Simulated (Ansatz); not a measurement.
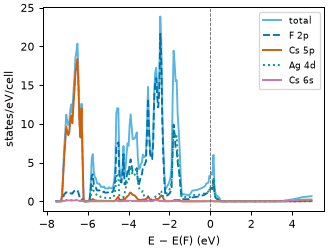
*Total and projected density of states of Cs$_{2}$AgF$_{4}$ in space group I4/mmm (No. 139; F on 4e, Cs on 4e, F on 4c, Ag on 2a), the program Ansatz at the PBEsol level (PAW)*

Question: Which orbitals carry the states next to the Fermi level?

Answer: Within 0.5 eV of the Fermi level: Ag 4d 53 %, F 2p 45 %. Projections are on Löwdin-orthogonalised atomic valence shells; empty p or d shells of many metals are not among them.

Question: Where is the tallest occupied peak in this window, and what makes it?

Answer: Near -2.4 eV, about 24 states/eV per cell; the largest projected share is F 2p.

The workflow started from an entry of the Crystallography Open Database (COD). Whether it is the stable phase at ambient conditions was not checked. Symmetry was held in the PBEsol relaxation; its stability against distortions is not shown here. The run is not spin-polarised. With an odd number of electrons in the cell and no spin polarisation, the count alone makes it a metal. Scalar-relativistic: spin–orbit coupling is off unless named, which matters more the heavier the elements.

Potentials: the later of the program's two PAW sets.
